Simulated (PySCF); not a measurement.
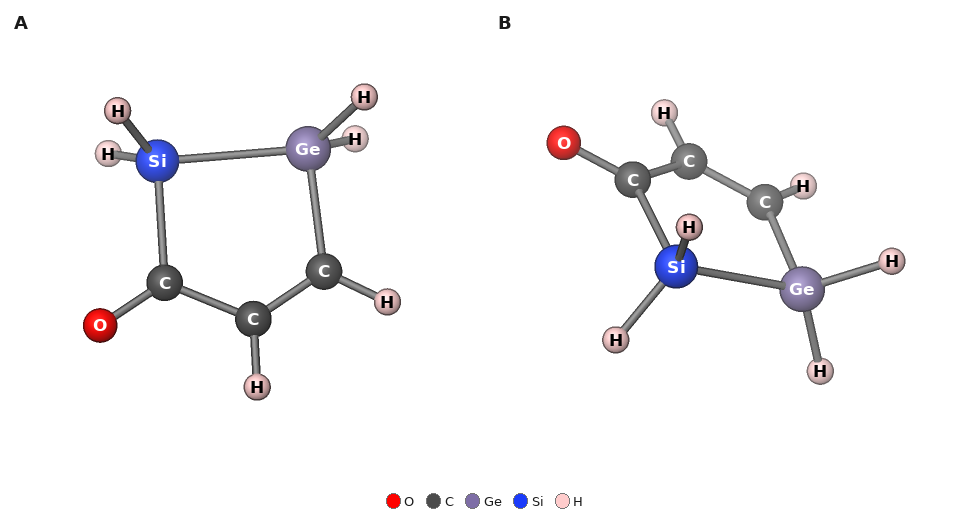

Distant atoms are faded towards the background colour. Computed geometry: GFN2-xTB optimisation. No frequency run is at hand to confirm it as a minimum.

Q: Are A and B the same structure? If not, how do they differ?

A: Yes. They are the same structure, C3H6GeOSi (O=C1C=[CH][GeH2][SiH2]1), seen from two directions. With point group Cs it is achiral, so its mirror image would be the same too.
